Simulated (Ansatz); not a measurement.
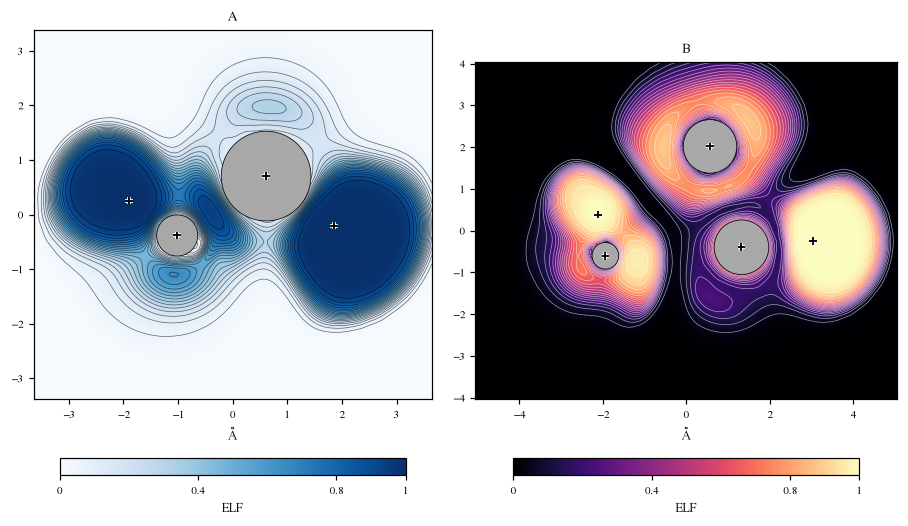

The ELF of 2 systems, each on a plane through atoms (crosses mark nuclei in the plane; grey discs cover the cores).

Level of theory: Ansatz 0.2.0, RHF/def2-SVP.

System 1: BrH$_{3}$Sn···NH$_{3}$, the plane of atoms H5, Sn1 and Br7. Core potentials replace the inner electrons of Sn.

```xyz
9

Sn   -1.4949    0.2136   -0.4545
N     1.5236   -0.5331    0.5405
H    -0.8118   -0.9010   -1.5326
H    -1.5547   -0.2418    1.1766
H    -3.0654    0.6375   -0.9895
H     1.9014    0.3971    0.4818
Br   -0.2420    2.4028   -0.6404
H     1.6684   -0.8570    1.4818
H     2.0755   -1.1182   -0.0636
```

System 2: CH$_{6}$Ge···HF, the plane of atoms Ge1, C5 and H8. 

```xyz
10

Ge   -1.0000   -0.0199   -0.3734
H    -0.8496    1.5089   -0.2268
H    -0.6706   -0.3950   -1.8248
H    -2.4721   -0.3673   -0.0977
C     0.1862   -0.9403    0.8837
H     1.4650    2.1046   -0.8236
F     2.0911    1.4607   -0.9127
H     0.1101   -2.0213    0.7593
H    -0.0776   -0.6925    1.9129
H     1.2176   -0.6381    0.7031
```

> Which map belongs to which system?

Panel A is system 2, CH$_{6}$Ge···HF: the plane holds Ge, H and C. C–Ge (1.96 Å): the ELF peaks at about 0.95 between the atoms: a covalent bond. Panel B is system 1, BrH$_{3}$Sn···NH$_{3}$: the plane holds Sn, N, H and Br. Sn1···N2 (3.26 Å): the ELF dips to about 0.05 between them.
